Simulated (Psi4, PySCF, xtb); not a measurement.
Interaction energy of HCl ··· Br2 (SMILES Cl and BrBr), singlet. Monomers: optimised at B3LYP-D3(BJ) (def2-TZVP), held rigid. Orientation: a random orientation, not optimised. Only R, the distance of the centres of mass, is varied, so the lowest point isn't the relaxed dimer.

Geometry at R = 4.34 Å (first 2 atoms: monomer A):
```
4

Cl     0.6410     0.0000     0.0000
H     -0.6410     0.0000     0.0000
Br    -2.2013     3.9684     1.1833
Br    -1.8919     2.8969    -0.8461
```

Levels: RHF/6-31G* = restricted Hartree-Fock/6-31G*, spherical d, no counterpoise correction (PySCF 2.14.0); RKS-B3LYP/6-31G* = restricted B3LYP/6-31G*, spherical d, no counterpoise correction run with PySCF 2.14.0; GFN1-xTB (xtb); MP2/aug-cc-pVTZ = DF-MP2/aug-cc-pVTZ, frozen core, counterpoise-corrected (Psi4); RHF/LANL2DZ = restricted Hartree-Fock/LANL2DZ, with its core potentials past Ne, no counterpoise correction (PySCF).

Interaction energies in kcal/mol (negative: bound); R is the distance of the centres of mass, d the H2···Br4 distance.

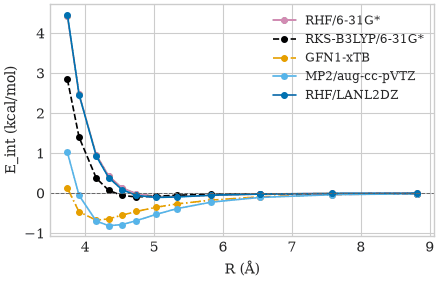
*Interaction energy against separation.*

| R / Å | d / Å | RHF/6-31G* | RKS-B3LYP/6-31G* | GFN1-xTB | MP2/aug-cc-pVTZ | RHF/LANL2DZ |
|---|---|---|---|---|---|---|
| 3.74 | 2.72 | 4.42 | 2.84 | 0.12 | 1.02 | 4.46 |
| 3.91 | 2.87 | 2.47 | 1.39 | -0.47 | -0.06 | 2.46 |
| 4.16 | 3.10 | 0.95 | 0.37 | -0.68 | -0.70 | 0.92 |
| 4.34 | 3.27 | 0.42 | 0.07 | -0.64 | -0.81 | 0.38 |
| 4.53 | 3.44 | 0.13 | -0.06 | -0.56 | -0.79 | 0.09 |
| 4.74 | 3.64 | -0.01 | -0.10 | -0.46 | -0.69 | -0.06 |
| 5.03 | 3.91 | -0.08 | -0.08 | -0.35 | -0.53 | -0.11 |
| 5.33 | 4.20 | -0.09 | -0.05 | -0.27 | -0.39 | -0.10 |
| 5.83 | 4.68 | -0.06 | -0.03 | -0.18 | -0.23 | -0.05 |
| 6.53 | 5.36 | -0.03 | -0.02 | -0.09 | -0.11 | -0.02 |
| 7.58 | 6.38 | -0.01 | -0.02 | -0.04 | -0.04 | -0.01 |
| 8.81 | 7.59 | 0.00 | -0.01 | -0.01 | -0.02 | 0.00 |

Lowest grid point: RHF/6-31G* -0.09 kcal/mol at R = 5.33 Å; RKS-B3LYP/6-31G* -0.10 kcal/mol at R = 4.74 Å; GFN1-xTB -0.68 kcal/mol at R = 4.16 Å; MP2/aug-cc-pVTZ -0.81 kcal/mol at R = 4.34 Å; RHF/LANL2DZ -0.11 kcal/mol at R = 5.03 Å.
